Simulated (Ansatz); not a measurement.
## Meshes and cutoff for the phonons of BSe (built on the sites of a database entry of GaS)

How do the frequencies of BSe (built on the sites of a database entry of GaS) move with q mesh, k mesh and cutoff?

Main program and level: Ansatz 0.2.0; DFT PBEsol, scalar-relativistic, plane waves, PAW.

The structure was built from a prototype and need not be the compound's stable phase.

### 1. The starting structure

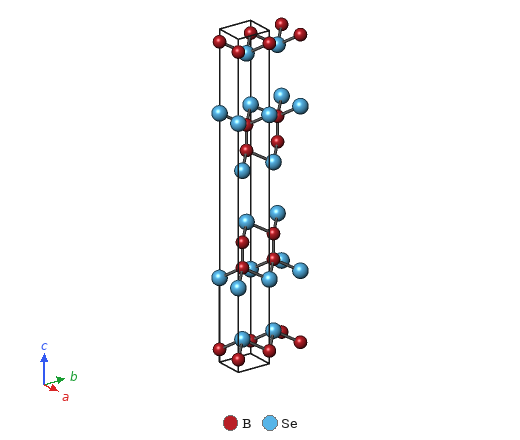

The cell as given, slightly off an axis (boron red, selenium blue). 1×2×1 cells are drawn. This picture shows the conventional cell, with its axes. Bonds to atoms that aren't drawn are left out. Some periodic images of atoms are drawn too.

As a file:

```cif
data_structure
_symmetry_space_group_name_H-M 'P 1'
_symmetry_Int_Tables_number 1
_cell_length_a 7.5522
_cell_length_b 7.5522
_cell_length_c 7.5522
_cell_angle_alpha 24.761
_cell_angle_beta 24.761
_cell_angle_gamma 24.761
_cell_volume 66.46
loop_
_atom_site_label
_atom_site_type_symbol
_atom_site_fract_x
_atom_site_fract_y
_atom_site_fract_z
_atom_site_occupancy
B1 B 0.96173 0.96173 0.96173 1
B2 B 0.03827 0.03827 0.03827 1
Se3 Se 0.25301 0.25301 0.25301 1
Se4 Se 0.74699 0.74699 0.74699 1
```

### 2. Relaxing to small forces for the phonons

The k mesh is raised to 12×12×12 since a zone-centre run on the first mesh warned that it was too coarse for the force constants, and the cell is relaxed again on it.

Contents of input.yaml:

```yaml
crystal:
  lattice:
    - [1.6192364932, 0.9348666252, 7.3170527374]
    - [-1.6192364932, 0.9348666252, 7.3170527374]
    - [0.0, -1.8697332504, 7.3170527374]
  atoms:
    - { symbol: B, position: [0.9617314164, 0.9617314164, 0.9617314164] }
    - { symbol: B, position: [0.0382685836, 0.0382685836, 0.0382685836] }
    - { symbol: Se, position: [0.2530146411, 0.2530146411, 0.2530146411] }
    - { symbol: Se, position: [0.7469853589, 0.7469853589, 0.7469853589] }
kpoints:
  mp_grid: { grid: [12, 12, 12] }
hamiltonian:
  xc: pbesol
scf:
  occupations: { method: fixed }
output:
  forces: true
  stress: true
  eigenvalues: true
relax:
  adjacent_minimum: "off"
  f_tol: 0.001
  max_steps: 60
  cell: { stress_tol: 0.01 }
```

Command:

```console
> ansatz run input.yaml --threads 8 --pin off --max-ram 14336MiB --backend cpu --events-out ev --progress --plain --runs-dir out
```

Numbers of over 12 decimals in the logs are rounded to 6 here.

The log of the run:

```text
[...]
cell:  # Å, volume = 66.4474 Å³
    - [1.619167, 0.934827, 7.316512]
    - [-1.619167, 0.934827, 7.316512]
    - [0, -1.869654, 7.316512]
  atoms:
    - { symbol: B, position: [0.961729, 0.961729, 0.961729] }
    - { symbol: B, position: [0.038271, 0.038271, 0.038271] }
    - { symbol: Se, position: [0.253002, 0.253002, 0.253002] }
    - { symbol: Se, position: [0.746998, 0.746998, 0.746998] }
[key lines of the parts left out:]
SCF converged after 5 iterations
Free energy (F): -11154.420759 eV
Fermi energy:    8.108830 eV
P = ⅓ Tr σ = -0.0018 GPa (-0.018 kbar)
```

The job ended after 14 s (8 threads of Arm Neoverse N1, shared host; peak memory 0.59 GiB; 1.8 min of CPU time).

Little changed from the start: no atom moved by 0.005 Å and no cell edge by 0.1 %.

This step gave:

| Item | Value |
| --- | --- |
| pressure | -0.001800 GPa |
| gap on the k-mesh | 1.933 eV |
| volume per atom | 16.61 Å³ |
| direct gap on mesh | 2.983 eV |

The largest force component left is 0.21 meV/Å and the pressure is -0.002 GPa, within the tolerances set. The cell now holds 16.61 Å³/atom.

### 3. Linear response at the zone centre

The zone centre is the only wavevector solved here; it holds the modes that light can see, as far as symmetry allows. The response to a homogeneous field gives the Born charges and the dielectric tensor.

Contents of input.yaml:

```yaml
crystal:
  lattice:
    - [1.6191674879, 0.934826785, 7.3165117726]
    - [-1.6191674879, 0.934826785, 7.3165117726]
    - [0.0, -1.86965357, 7.3165117726]
  atoms:
    - { symbol: B, position: [0.9617292197, 0.9617292197, 0.9617292197] }
    - { symbol: B, position: [0.0382707803, 0.0382707803, 0.0382707803] }
    - { symbol: Se, position: [0.2530022972, 0.2530022972, 0.2530022972] }
    - { symbol: Se, position: [0.7469977028, 0.7469977028, 0.7469977028] }
kpoints:
  mp_grid: { grid: [12, 12, 12] }
hamiltonian:
  xc: pbesol
scf:
  occupations: { method: fixed }
output:
  eigenvalues: true
phonons:
  method: dfpt
  dielectric: true
  rigid_motions: translations
```

The log of the run:

```text
[...]
Crystal: 4 atoms, lattice volume = 66.447 Å³
Basis set: ecut = 420 eV, 1333 PW (Γ), exchange–correlation on 108×108×108 points (8 copies of the dense FFT grid, shifted against one another)
Bands: 23, of which v1, the nominal top of the filled ones, is band 19 counted from 1 (18 counted from 0)
Symmetry: 12 space group operations
k-points: 476 of 1728 (irreducible under 2 space group operations, time reversal used)
[...]
SCF iter   1: F=—  HF=-11154.427711 eV  |F-HF|=—  |Δ(HF+E_count)|=         —  Δρ=4.91e-3  dr2=2.83e-2  ethr=1.77e-3  ⟨swp⟩=5.0  Hψ=42990  notcnv=0  defer=931
[...]
SCF iter   8: F=-11154.420759 eV  HF=-11154.420759 eV  |F-HF|=1.13e-10  |Δ(HF+E_count)|=   1.79e-9  Δρ=3.66e-7  dr2=3.67e-11  ethr=1.00e-12  ⟨swp⟩=8.4  Hψ=63009  notcnv=0
SCF 1 converged in 8 iterations: F = -11154.420759 eV  dr2 = 3.67e-11
[...]
NSCF: frozen V_eff on 5 k-points
DFPT response loops at Γ: preconditioner auto → Resta (q_TF=auto, 2.486 Å⁻¹)  ε∞=5.6 (no band partly filled); β = 1.00, the filter's whole step (`scf.mixing.beta` (0.50) is not read by the response loops at its default; to damp them type it under 1.00, their step now; it binds the ground state too); Broyden in place of MSR1
── the response to a field inside a basis, on 12×12×12 k-points: an SCF that follows is theirs, and a resumed run solves both again ──
Bands: 20, of which v1, the nominal top of the filled ones, is band 19 counted from 1 (18 counted from 0)
k-points: 182 of 1728
[...]
Eigensolver: Dense (182 Hₖ)
SCF iter   1: F=—  HF=-11154.414066 eV  |F-HF|=—  |Δ(HF+E_count)|=         —  Δρ=1.03e-4  dr2=1.48e-6  ethr=1.00e-1
[...]
SCF iter   4: F=-11154.414068 eV  HF=-11154.414068 eV  |F-HF|=1.24e-8  |Δ(HF+E_count)|=   9.58e-8  Δρ=9.65e-6  dr2=5.95e-8  ethr=1.44e-9
SCF 1 converged in 4 iterations: F = -11154.414068 eV  dr2 = 5.95e-8
[...]
SCF converged after 8 iterations
Free energy (F): -11154.420759 eV
[...]
Internal energy: -11154.420759 eV  (E = F + TS)
E sigma→0 (E₀):  -11154.420759 eV
Fermi energy:    8.108831 eV
[...]
--- Band table (eV; the first three rows and the last of 476) ---
  k-point 0: bands = [... 15 lower, 6.5365, 6.7668, 7.2762, 7.2762, 11.4003, 11.4003, 11.6647, 11.6759]
  k-point 1: bands = [... 15 lower, 6.2734, 6.4551, 6.8852, 7.0916, 11.0377, 11.6605, 12.1354, 12.4583]
  k-point 2: bands = [... 15 lower, 5.2244, 5.7070, 6.6252, 6.9010, 10.5500, 11.8698, 12.2532, 13.4727]
  k-point 475: bands = [... 15 lower, 6.5206, 7.3002, 7.3002, 8.1088, 11.4010, 11.4010, 11.6159, 11.6649]
--- Phonons (Γ-DFPT): 4 representative perturbations + reference, on 476 of 1728 k-points (Σ response iterations 13) ---
  k mesh reduced under 2 symmetry operations, with k and −k counted as one. Each operation leaves every solved perturbation unchanged. A smaller set is not considered because the run solves the response to a homogeneous field
  ASR residual: 9.952e-5 → 0.000e0 eV/Å²; symmetrization residual: 2.690e-6 eV/Å²
  ASR residual per site (eV/Å²): 3.02e-5 3.02e-5 9.95e-5 9.95e-5
  Γ frequencies (cm⁻¹): 0.00 0.00 0.00 126.24 126.24 193.39 552.15 552.15 592.49 592.49 596.08 1033.19
  ε∞ (high-frequency dielectric tensor):
        8.370343     0.000000     0.000000
        0.000000     8.370343    -0.000000
        0.000000    -0.000000     4.410916
  ε⁰ (static dielectric tensor: ions relaxed, cell fixed):
        8.803272    -0.000000    -0.000000
       -0.000000     8.803272    -0.000000
       -0.000000    -0.000000     4.412106
  ε⁰ − ε∞ (ionic part):
        0.432929    -0.000000    -0.000000
       -0.000000     0.432929    -0.000000
       -0.000000    -0.000000     0.001189
  softest optical mode at Γ: 126.24 cm⁻¹; the repairs (sum rule, projections) moved no ω² at Γ by more than (1.25 cm⁻¹)²
  Born effective charges Z* (e; rows j = field, columns β = displacement):
    site 0:
         0.92052    0.00000    0.00000
        -0.00000    0.92052   -0.00000
        -0.00000   -0.00000    0.05208
    site 1:
         0.92052    0.00000    0.00000
         0.00000    0.92052   -0.00000
         0.00000   -0.00000    0.05208
    site 2:
        -0.92052    0.00000    0.00000
        -0.00000   -0.92052    0.00000
        -0.00000    0.00000   -0.05208
    site 3:
        -0.92052    0.00000    0.00000
        -0.00000   -0.92052    0.00000
        -0.00000    0.00000   -0.05208
  Z* charge neutrality: 1.240e-2 e pre-enforcement
  solved inside a basis spanned on kpoints, on 12×12×12 k-points, its susceptibility summed on 16×16×16: ε∞ is read to err by 3.6e-2, Z* by 2.1e-2 e (field_mesh: kpoints solves on kpoints); Z* is corrected for what the basis lacks
  optical modes at Γ without the LO–TO term, one row a degenerate level:
      ω (cm⁻¹)  modes    IR ((D/Å)²/amu)
        126.24      2             0.0000
        193.39      1             0.0000
        552.15      2             8.2239
        592.49      2             0.0000
        596.08      1             0.0132
       1033.19      1             0.0000
  optical modes at Γ + LO–TO along q̂ = [1.0000, 0.0000, 0.0000]:
      ω (cm⁻¹)  modes    IR ((D/Å)²/amu)
        126.24      2             0.0000
        193.39      1             0.0000
        552.15      1             4.1119
        566.25      1             4.1119
        592.49      2             0.0000
        596.08      1             0.0132
       1033.19      1             0.0000
  optical modes at Γ + LO–TO along q̂ = [0.0000, 1.0000, 0.0000]:
      ω (cm⁻¹)  modes    IR ((D/Å)²/amu)
        126.24      2             0.0000
        193.39      1             0.0000
        552.15      1             4.1119
        566.25      1             4.1119
        592.49      2             0.0000
        596.08      1             0.0132
       1033.19      1             0.0000
  optical modes at Γ + LO–TO along q̂ = [0.0000, 0.0000, 1.0000]:
      ω (cm⁻¹)  modes    IR ((D/Å)²/amu)
        126.24      2             0.0000
        193.39      1             0.0000
        552.15      2             8.2239
        592.49      2             0.0000
        596.16      1             0.0132
       1033.19      1             0.0000
```

Run time: 6.7 min. Hardware: 8 threads; peak memory 3.3 GiB; 51 min of CPU time.

This step gave:

- sum-rule residual before enforcement: 9.95e-5 eV/Å²
- miss of the charge sum rule: 0.01240 e
- estimated error of the dielectric tensor: 0.03617
- estimated error of the Born charges: 0.02121 e
- point group: -3m
- highest optical mode at the zone centre (no LO-TO term): 1033 cm⁻¹
- lowest optical zone-centre mode: 126.2 cm⁻¹
- mean high-frequency dielectric constant: 7.050
- largest Born charge (third of the trace): 0.6310 e
- mean static dielectric constant: 7.340
- top of the zone-centre spectrum with the field: 1033 cm⁻¹

Without the LO-TO term. Patterns of degenerate modes are one choice out of their space. The modes at Γ (shares of kinetic energy by element, %):

```tsv
mode	frequency (cm⁻¹)	symmetry	B %	Se %
1	0.0	acoustic	12	88
2	0.0	acoustic	12	88
3	0.0	acoustic	12	88
4	126.2	Eg	6	94
5	126.2	Eg	6	94
6	193.4	A1g	1	99
7	552.1	Eu	88	12
8	552.1	Eu	88	12
9	592.5	Eg	94	6
10	592.5	Eg	94	6
11	596.1	A2u	88	12
12	1033.2	A1g	99	1
```

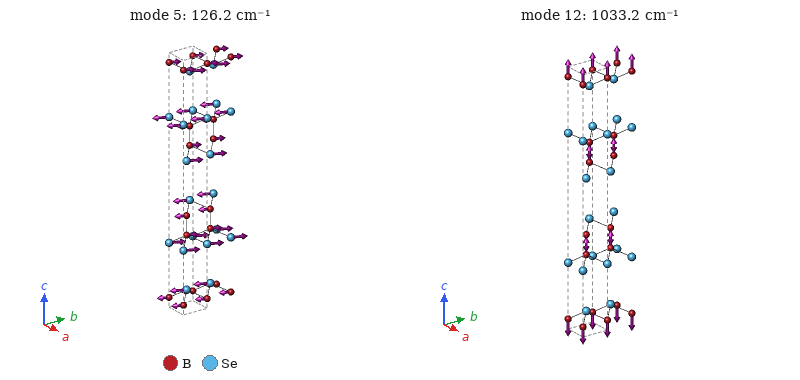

Displacement patterns of modes 5 and 12 at Γ; arrows are exaggerated. Bonds to atoms that aren't drawn are left out. 1×2×1 conventional cells are drawn. Some periodic images of atoms are drawn too.

Before it was imposed, the acoustic sum rule was missed by 1.0e-4 eV/Å² and the charge sum rule by 0.012 e. Small misses are needed for a sound result but don't prove that mesh and cutoff are converged. The lowest optical mode is real, 126 cm⁻¹.

### 4. Another k mesh, k-mesh 4×4×4, q mesh 2×2×2

The k mesh is changed to 4×4×4 on a small fixed q mesh, to find the coarsest that serves.

input.yaml, the sections that differ from step 3:

```yaml
kpoints:
  mp_grid: { grid: [4, 4, 4] }
phonons:
  method: dfpt
  dielectric: true
  rigid_motions: translations
  qmesh: [2, 2, 2]
  temperatures: { t_max: 1000, t_step: 50 }
  qpath:
    path:
      - [[0.0, 0.0, 0.0], [0.5, 0.5, 0.5], [0.82244998, 0.17755002, 0.5]]
      - [[0.5, -0.17755002, 0.17755002], [0.5, 0.0, 0.0], [0.0, 0.0, 0.0], [0.33877501, -0.33877501, 0.0]]
      - [[0.66122499, 0.0, 0.33877501], [0.5, 0.0, 0.5], [0.0, 0.0, 0.0]]
    npoints: 10
# crystal, hamiltonian, scf, output: as in step 3
```

The log of the run:

```text
Warning: phonons: the dynamical matrix that this run interpolates holds no multipole term above the dipole-dipole one, and a site of this crystal is no centre of inversion, so its interpolated transverse optical and acoustic branches and sound speeds can stay off near Gamma, and the density of states and the thermodynamics with them. What a run solves at a wave vector of phonons.qpoints, Gamma apart, where the deck admits one, is free of this, and under fd what a larger phonons.supercell samples
[...]
Crystal: 4 atoms, lattice volume = 66.447 Å³
Basis set: ecut = 420 eV, 1333 PW (Γ), exchange–correlation on 108×108×108 points (8 copies of the dense FFT grid, shifted against one another)
Bands: 23, of which v1, the nominal top of the filled ones, is band 19 counted from 1 (18 counted from 0)
Symmetry: 12 space group operations
k-points: 24 of 64 (irreducible under 2 space group operations, time reversal used)
[...]
SCF iter   1: F=—  HF=-11154.209276 eV  |F-HF|=—  |Δ(HF+E_count)|=         —  Δρ=5.47e-3  dr2=2.60e-2  ethr=1.77e-3  ⟨swp⟩=5.0  Hψ=2166  notcnv=0  defer=46
[...]
SCF iter   8: F=-11154.202568 eV  HF=-11154.202568 eV  |F-HF|=1.00e-10  |Δ(HF+E_count)|=   2.37e-9  Δρ=3.62e-7  dr2=4.87e-11  ethr=1.00e-12  ⟨swp⟩=8.2  Hψ=3144  notcnv=0
SCF 1 converged in 8 iterations: F = -11154.202568 eV  dr2 = 4.87e-11
[...]
Bands: 20, of which v1, the nominal top of the filled ones, is band 19 counted from 1 (18 counted from 0)
k-points: 182 of 1728
[...]
Eigensolver: Dense (182 Hₖ)
SCF iter   1: F=—  HF=-11154.414489 eV  |F-HF|=—  |Δ(HF+E_count)|=         —  Δρ=2.26e-3  dr2=3.12e-3  ethr=1.00e-1
[...]
SCF iter   6: F=-11154.413730 eV  HF=-11154.413730 eV  |F-HF|=3.97e-9  |Δ(HF+E_count)|=   3.86e-8  Δρ=3.92e-6  dr2=4.68e-9  ethr=1.37e-9
SCF 1 converged in 6 iterations: F = -11154.413730 eV  dr2 = 4.68e-9
[...]
WARN: field response: ε∞ stands inside a basis, on 12×12×12 points; the force constants stand on the 4×4×4 k-mesh, whose period is 8.21 times the interband length at k = (0.2500, -0.5000, -0.5000), direct gap 3.223 eV, under 14: take them and everything formed from them as unconverged, and compare with a denser kpoints.mp_grid
[...]
SCF converged after 8 iterations
Free energy (F): -11154.202568 eV
[...]
Internal energy: -11154.202568 eV  (E = F + TS)
E sigma→0 (E₀):  -11154.202568 eV
Fermi energy:    8.136086 eV
[...]
--- Band table (eV; the first three rows and the last of 24) ---
  k-point 0: bands = [... 15 lower, 6.5620, 6.7880, 7.2990, 7.2990, 11.4226, 11.4226, 11.6741, 11.6861]
  k-point 1: bands = [... 15 lower, 5.1419, 5.3241, 6.1082, 6.7377, 10.3152, 11.2917, 12.8321, 13.2397]
  k-point 2: bands = [... 15 lower, 4.2622, 4.3671, 5.2604, 6.4406, 10.3339, 10.3953, 11.8855, 13.2584]
  k-point 23: bands = [... 15 lower, 6.5459, 7.3231, 7.3231, 8.1361, 11.4235, 11.4235, 11.6268, 11.6752]
[...]
ASR residual: 1.612e-4 → 0.000e0 eV/Å²; symmetrization residual: 5.350e-6 eV/Å²
  ASR residual per site (eV/Å²): 1.61e-4 1.61e-4 3.11e-5 3.11e-5
[...]
ε∞ (high-frequency dielectric tensor):
        8.370078     0.000000     0.000000
        0.000000     8.370078    -0.000000
        0.000000    -0.000000     4.410447
  ε⁰ (static dielectric tensor: ions relaxed, cell fixed):
        8.780594    -0.000000     0.000000
       -0.000000     8.780594    -0.000000
        0.000000    -0.000000     4.411664
  ε⁰ − ε∞ (ionic part):
        0.410515    -0.000000    -0.000000
       -0.000000     0.410515    -0.000000
       -0.000000    -0.000000     0.001216
[...]
Born effective charges Z* (e; rows j = field, columns β = displacement):
    site 0:
         0.92066    0.00000    0.00000
         0.00000    0.92066   -0.00000
        -0.00000   -0.00000    0.05230
    site 1:
         0.92066    0.00000    0.00000
         0.00000    0.92066   -0.00000
        -0.00000   -0.00000    0.05230
    site 2:
        -0.92066    0.00000    0.00000
         0.00000   -0.92066    0.00000
        -0.00000    0.00000   -0.05230
    site 3:
        -0.92066    0.00000    0.00000
         0.00000   -0.92066    0.00000
         0.00000    0.00000   -0.05230
  Z* charge neutrality: 1.268e-2 e pre-enforcement
[...]
optical modes at Γ without the LO–TO term, one row a degenerate level:
      ω (cm⁻¹)  modes    IR ((D/Å)²/amu)
        126.21      2             0.0000
        190.05      1             0.0000
        567.11      2             8.2264
        591.83      1             0.0133
        604.99      2             0.0000
       1029.78      1             0.0000
  optical modes at Γ + LO–TO along q̂ = [1.0000, 0.0000, 0.0000]:
      ω (cm⁻¹)  modes    IR ((D/Å)²/amu)
        126.21      2             0.0000
        190.05      1             0.0000
        567.11      1             4.1132
        580.85      1             4.1132
        591.83      1             0.0133
        604.99      2             0.0000
       1029.78      1             0.0000
  optical modes at Γ + LO–TO along q̂ = [0.0000, 1.0000, 0.0000]:
      ω (cm⁻¹)  modes    IR ((D/Å)²/amu)
        126.21      2             0.0000
        190.05      1             0.0000
        567.11      1             4.1132
        580.85      1             4.1132
        591.83      1             0.0133
        604.99      2             0.0000
       1029.78      1             0.0000
  optical modes at Γ + LO–TO along q̂ = [0.0000, 0.0000, 1.0000]:
      ω (cm⁻¹)  modes    IR ((D/Å)²/amu)
        126.21      2             0.0000
        190.05      1             0.0000
        567.11      2             8.2264
        591.91      1             0.0133
        604.99      2             0.0000
       1029.78      1             0.0000
--- Phonons (arbitrary-q DFPT): 4 irreducible q on the 2×2×2 mesh ---
  q = [0.0000, 0.0000, 0.0000] (star 1, of the zone-centre solve; hermiticity 1.98e-7, symmetrization 1.32e-7): -0.00 0.00 0.00 126.21 126.21 190.05 567.11 567.11 591.83 604.99 604.99 1029.78
  q = [0.0000, 0.0000, -0.5000] (star 3, 6 solved perturbations on 24 of 64 k-point pairs; hermiticity 1.92e-7, symmetrization 1.48e-13): 116.26 133.08 175.07 189.27 209.03 254.83 488.53 527.47 583.01 617.57 682.63 989.36
  q = [0.0000, -0.5000, -0.5000] (star 3, 4 solved perturbations in 120 linear systems a pass and spin channel, the states on 36 of 64 k-point pairs; hermiticity 1.88e-7, symmetrization 8.80e-12): 116.08 133.96 174.61 188.14 207.15 255.30 486.99 527.47 582.68 618.69 679.07 991.20
[...]
sum rule: each row above includes the acoustic sum rule's correction from the zone centre's row sums; it moved no ω² by more than (2.01 cm⁻¹)²
  mesh force constants: q→R imaginary residual 0.00e0; ASR residual 1.612e-4 → 0.000e0 eV/Å²; symmetrization residual 3.197e-14 eV/Å²
  interpolated dispersion: 74 rows × 12 modes
  density of states and harmonic sums: on the 22×22×22 q-mesh, interpolated from the force constants of a 2×2×2 supercell (with the dipole–dipole term)
  largest difference from the sums on the solved wave vectors: F 3.18e-2 eV, S 6.40e-5 and C_V 3.20e-5 eV/K
  zero-point energy: 0.302672 eV/cell   skipped modes (ω ≤ 0): 7, of them read as no rigid motion or as one in doubt: 4 (2.254e-3 modes/cell left out, lowest -5.52 cm⁻¹)   left out of the sums: 2.11e-4 of the cell's modes: C_V's classical limit lies that fraction below 3 k_B per atom; for a crystal, a wire or a layer, F and S can be off by more, and a phonons.interpolated_qmesh denser along its periods is the remedy for the sampling
```

Run time: 2.4 min. Hardware: 8 threads; peak memory 1.4 GiB.

The run finished; it serves as a test, and its numbers are not taken as the result.

(Part 1 of 2 ends here.)

[Logs are printed without paths, hosts, clocks, repeated set-up lines and the standing remarks that a program may print on its own settings, such as how far it seeks lower states.]

[Hosts, paths, dates, database ids (printed as entryN), source tags and the programs' standing remarks are cut or masked in the printed files.]
